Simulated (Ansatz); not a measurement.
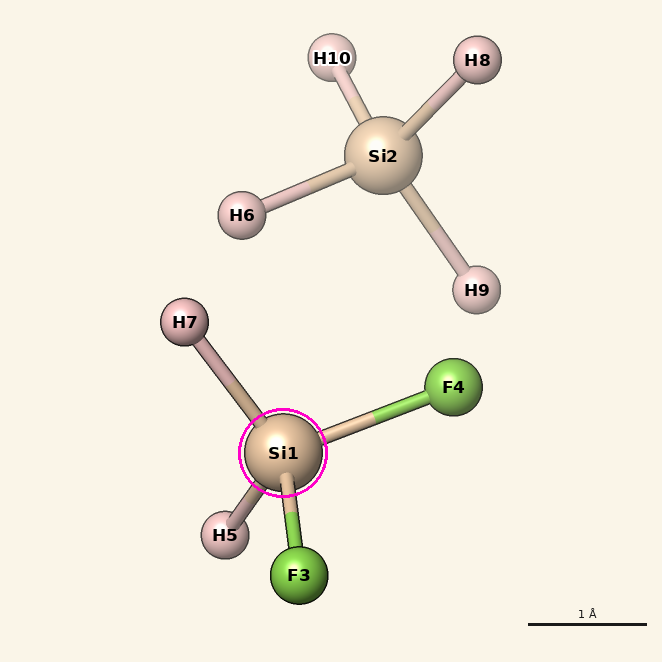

Orthographic view. Atoms fade into the background with distance from the viewer. Computed geometry: PBE0-D4/def2-TZVP optimisation.

### Name the neighbours of the circled atom.

The circled atom is Si1; it is bonded to F3, F4, H5, H7.

### Of Si2 and H8, which is nearer the viewer?

H8; the bond to Si2 points away from the viewer, so it looks shorter than its 1.48 Å.

### Which two atoms are farthest apart in space?

F3 and H10, 6.88 Å.

### Which atom is nearest the viewer?

F3, 2.6 Å in front of the mean position.
